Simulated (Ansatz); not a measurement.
## Electronic structure of C5H7F3Si in real space

```tsv
atom	x (Å)	y (Å)	z (Å)
C	0.1304	-2.0191	1.4203
C	0.1420	-1.0557	0.2803
C	-0.8807	-0.9633	-0.5859
C	-0.8037	0.0401	-1.7027
C	1.3386	-0.1549	0.1082
F	1.2015	-2.8462	1.3468
F	0.2318	-1.3513	2.5966
F	1.9028	0.1314	-2.7144
Si	0.9525	0.7052	-1.5196
H	-0.7847	-2.6358	1.4478
H	-1.7628	-1.6061	-0.4821
H	-1.5732	0.8247	-1.5919
H	-0.9800	-0.4232	-2.6887
H	1.1016	2.1853	-1.5406
H	1.4333	0.5396	0.9603
H	2.2739	-0.7381	0.0734
```

Geometry: PBE0-D3(BJ)/def2-SVP.

Level of theory: isolated molecule in a Gaussian basis; Kohn-Sham density functional theory, functional PBE0 in Ansatz.

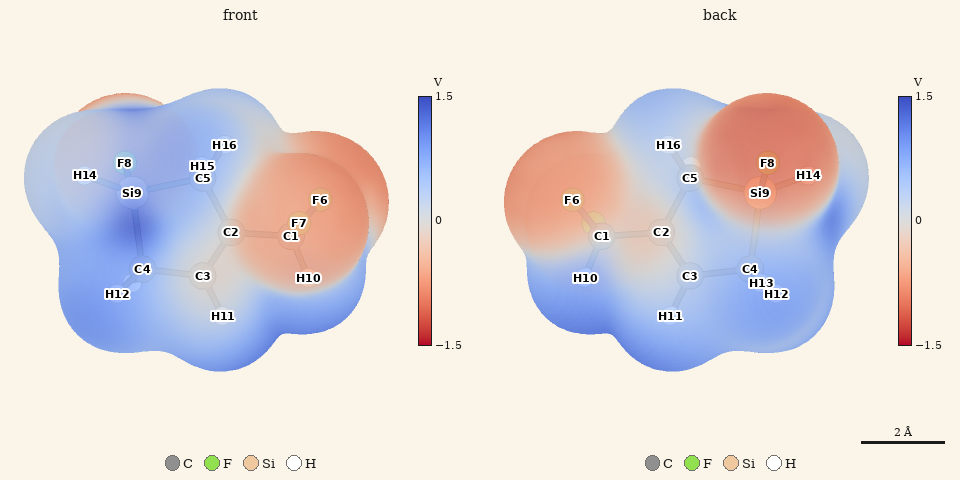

Figure 1. The molecular electrostatic potential painted on the density surface at 0.001 e/bohr³, seen from the front and from behind; red is negative and blue positive.

Q: Where is the surface potential most negative and most positive?

A: The most negative region (about −1.0 V) lies over F8, the most positive (about +1.1 V) over Si9, H10 and H11.

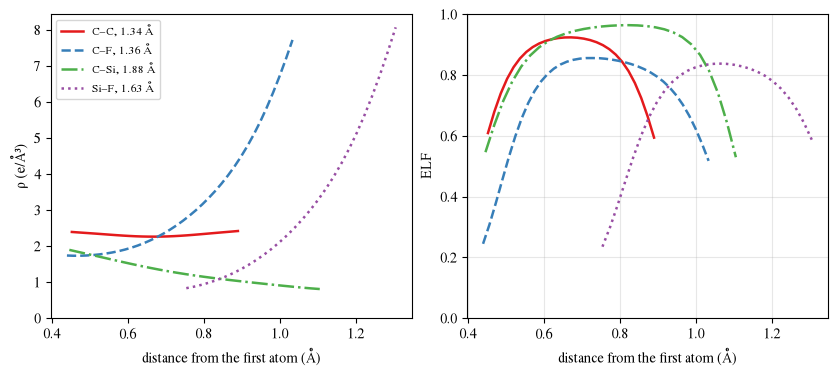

Figure 2. Total electron density and electron localisation function along straight lines between neighbouring atoms. The curves leave out the atomic cores.

Q: What can be read from the curves?

A: C–C (1.34 Å): ρ is about 2.3 e/Å³ halfway; the ELF peaks at about 0.90 between the atoms; a short, multiple covalent bond.
C–F (1.36 Å): ρ at the midpoint is about 2.3 e/Å³, with its minimum of 1.7 e/Å³ about 0.5 Å from C; the ELF peaks at about 0.85 between the atoms (a shared but strongly polarised pair).
C–Si (1.88 Å): ρ at the midpoint is about 0.97 e/Å³; the ELF peaks at about 0.95 between the atoms: a shared electron pair.
Si–F (1.63 Å): ρ is about 0.99 e/Å³ halfway; the ELF peaks at about 0.85 in the valence shell of F, 0.6 Å from its nucleus, and is about 0.45 at the midpoint.

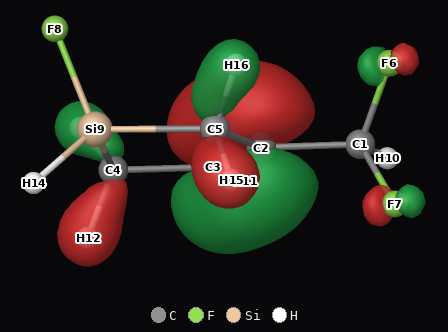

Figure 3. The HOMO at ±0.15 Å⁻³ᐟ² (green and red are the two phases), seen from one side.

Q: Describe this orbital and give its energy.

A: It lies mainly on C3 (about 30 %), C2 (about 30 %), C4 (about 5 %) and C5 (about 5 %); π-bonding across C3–C2. Its energy is −7.87 eV.
